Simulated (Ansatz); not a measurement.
CH5Al

Input

```
crystal:
  periodic: [false, false, false]
  atoms:
    - {symbol: Al, position_ang: [-0.083377, 0.839813, 0.633305]}
    - {symbol: C, position_ang: [0.090829, -0.703771, -0.545935]}
    - {symbol: H, position_ang: [0.978585, 2.023096, 0.613275]}
    - {symbol: H, position_ang: [-1.310374, 0.929732, 1.641425]}
    - {symbol: H, position_ang: [0.973958, -0.660222, -1.186783]}
    - {symbol: H, position_ang: [0.140223, -1.631046, 0.035512]}
    - {symbol: H, position_ang: [-0.789945, -0.797701, -1.190899]}
basis:
  gaussian: {orbitals: def2-TZVPP}
hamiltonian: {xc: pbe0, dispersion: d4}
output: {orbitals: {seedname: orbitals}}
```

Launched as:

```sh
ansatz run in.yaml --threads 2 --pin off --events-out ev --progress --plain --max-ram 4352MiB
```

The reactant side of a reaction path; geometry: PBE0-D4/def2-TZVP.

Level of theory: RKS PBE0-D4/def2-TZVPP in Ansatz 0.2.0.

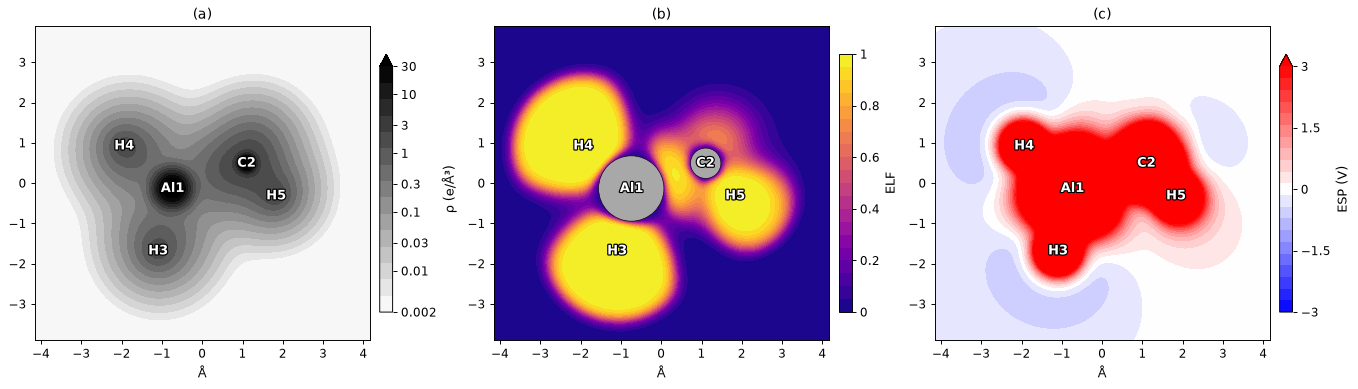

Figure 1. (a) electron density; (b) ELF; (c) molecular electrostatic potential on the plane of atoms C2, Al1 and H4. Grey discs cover the atomic cores in the ELF map.

> Interpret the plot.

Atoms in the plane: Al, C and H.
C–Al (1.95 Å): ρ is about 0.72 e/Å³ halfway; the ELF peaks at about 0.95 between the atoms (a polar covalent bond).
C–H (1.09 Å): ρ at the midpoint is about 1.9 e/Å³; the ELF climbs to about 1 towards the hydrogen, as it does in any bond to H (an ordinary covalent bond to hydrogen).
Al–H (1.59 Å): the density is about 0.55 e/Å³ at the midpoint; the ELF climbs to about 1 towards the hydrogen.
Outside the dense part of the molecule the potential is most negative (−0.6 V) near H4.

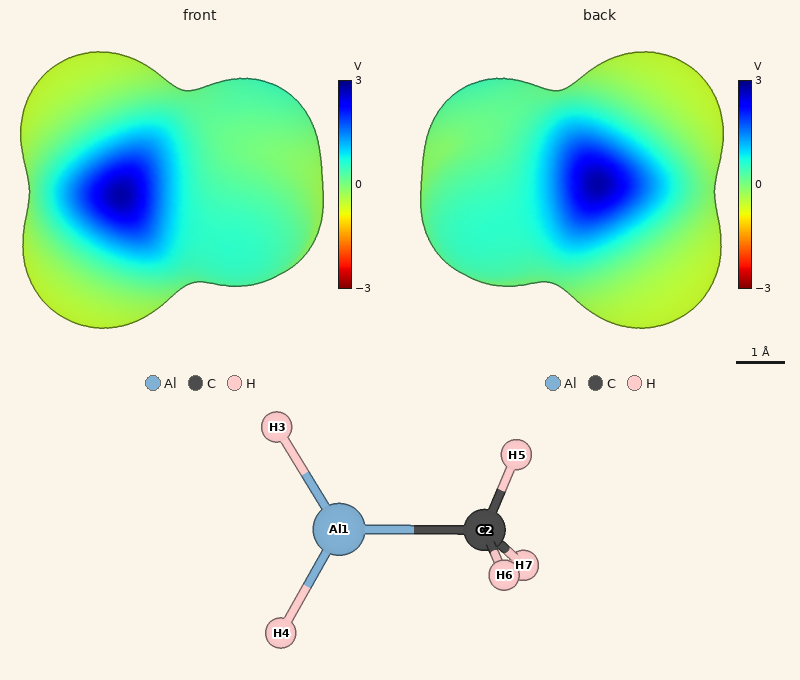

Figure 2. The electrostatic potential painted on the density surface at 0.001 e/bohr³, seen from the front and from behind; the colour scale runs from red (negative) to blue (positive). The bare structure is drawn below in the same view.

> Which sites attract a positive test charge, and which a negative one?

A positive charge is drawn to the negative regions and a negative charge to the positive ones. The most negative region (about −0.6 V) lies over H3 and H4, the most positive (about +2.7 V) over Al1.

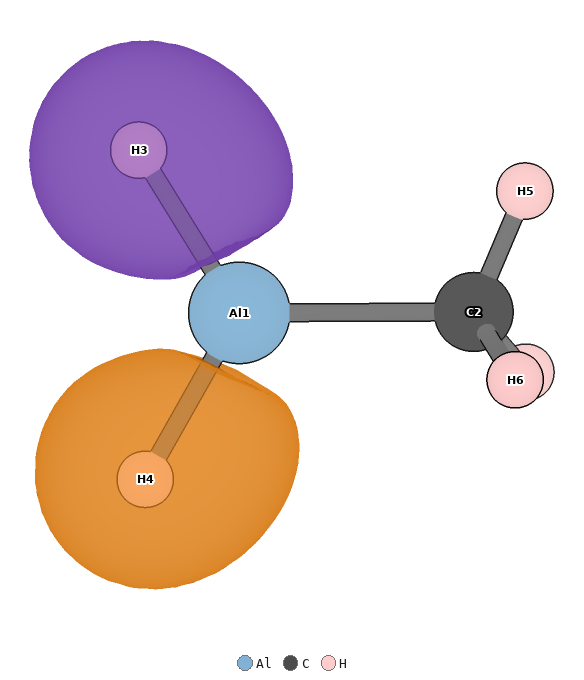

Figure 3. The HOMO−1 at ±0.15 Å⁻³ᐟ² (orange and purple are the two phases), seen across its widest extent.

> Where does this orbital lie, and at what energy?

By Hirshfeld shares it lies mainly on Al1 (about 35 %), H4 (about 30 %) and H3 (about 30 %). Its energy is −8.24 eV.
